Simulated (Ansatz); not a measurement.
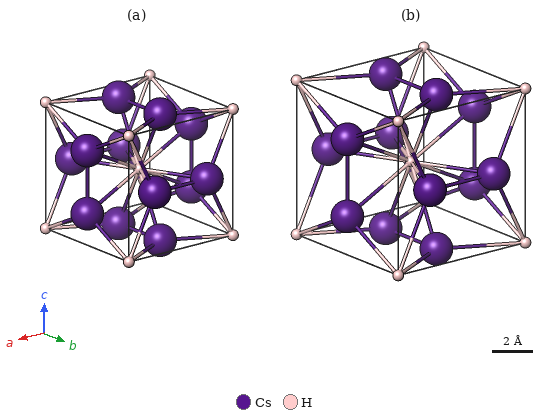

The structure of solid Cs₃H (a generated structure, set up in Pm-3n) (coarse preliminary run) before (left) and after (right) a relaxation, at one scale.

A ball-and-stick model of the cell of the calculation, seen from a free direction.

All numbers below come from DFT PBE, scalar-relativistic, plane waves, PAW in Ansatz.

Input file:
```yaml
crystal:
  lattice:
    - [6.75670993, 0.0, 0.0]
    - [0.0, 6.75670993, 0.0]
    - [0.0, 0.0, 6.75670993]
  atoms:
    - { symbol: Cs, position: [0.25, 0.0, 0.5] }
    - { symbol: Cs, position: [0.5, 0.75, 0.0] }
    - { symbol: Cs, position: [0.75, 0.0, 0.5] }
    - { symbol: Cs, position: [0.5, 0.25, 0.0] }
    - { symbol: Cs, position: [0.0, 0.5, 0.75] }
    - { symbol: Cs, position: [0.0, 0.5, 0.25] }
    - { symbol: H, position: [0.0, 0.0, 0.0] }
    - { symbol: H, position: [0.5, 0.5, 0.5] }
basis:
  ecutwfc: 420
kpoints:
  mp_grid: { grid: [4, 4, 4] }
hamiltonian:
  xc: pbe
scf:
  occupations: { method: gaussian, width: 0.1 }
  lower_state_search: "off"
output:
  forces: true
  stress: true
  eigenvalues: true
relax:
  adjacent_minimum: "off"
  f_tol: 0.04
  max_steps: 70
  cell: { stress_tol: 0.4 }
```

Run as
```bash
ansatz run input.yaml --threads 1 --pin off --max-ram 2048MiB --backend cpu --events-out ev --progress --plain --runs-dir out
```

Question: Describe what moved and what it gained.

Answer: After 5 accepted moves (6 points after the start) the energy has fallen by 348 meV per atom. All forces vanish by symmetry, so only the cell relaxes. The pressure goes from 4.19 to 0.24 GPa. At 1 point the geometry stayed and the basis and grid were re-selected for the new cell (energy shift of 16.1 meV per atom at most each time). The atoms keep their places relative to the cell (all moves are under 0.005 Å). Cell: a = b = c 6.757 → 8.256 Å (+22.2 %). Volume +82.4 %. Among the contacts that change: Cs1–H7 3.777 → 4.615 Å, Cs1–Cs3 3.378 → 4.128 Å. The space group stays Pm-3n (No. 223).
